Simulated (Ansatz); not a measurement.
The structure below was relaxed with r2SCAN, PAW, 500 eV (Ansatz, a program for electronic structure; spin-orbit coupling left out), earlier PAW set, at pressure 22.5 GPa.

```
CELL_PARAMETERS angstrom
      5.46604     0.00000     0.00000
     -2.73302     4.73373     0.00000
      0.00000     0.00000     4.43445
ATOMIC_POSITIONS crystal
  Ti 0.82976 0.65951 0.25000
  Ti 0.17024 0.82976 0.75000
  Ti 0.34049 0.17024 0.25000
  Ti 0.17024 0.34049 0.75000
  Ti 0.82976 0.17024 0.25000
  Ti 0.65951 0.82976 0.75000
  Al 0.33333 0.66667 0.25000
  Al 0.66667 0.33333 0.75000
```

Q: Find the space group and the Wyckoff positions.

A: Space group P6₃/mmc (No. 194); a = 5.466 Å, b = 5.466 Å, c = 4.434 Å, α = 90.00°, β = 90.00°, γ = 120.00°

```
atom  site  symmetry       x       y       z
----  ----  --------  ------  ------  ------
Ti      6h       mm2  0.3405  0.1702  0.2500
Al      2c      -6m2  0.3333  0.6667  0.2500
```

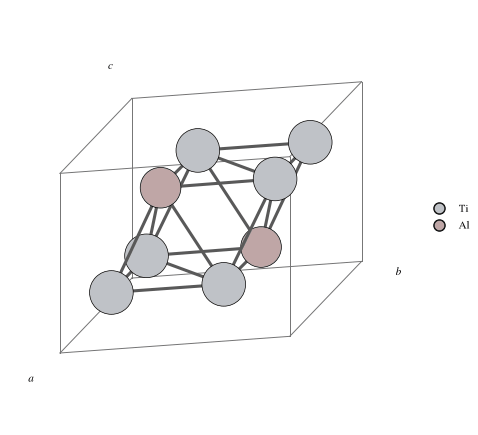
*The conventional cell*

Load acts through the strain it causes; cell and atoms are relaxed under it. Stability against distortions was not tested. No other phases were tried under pressure. All final runs are without spin polarisation. The cell was made from Ti3Al (space group P6_3/mmc, No. 194) by this change: pressure 22.5 GPa.
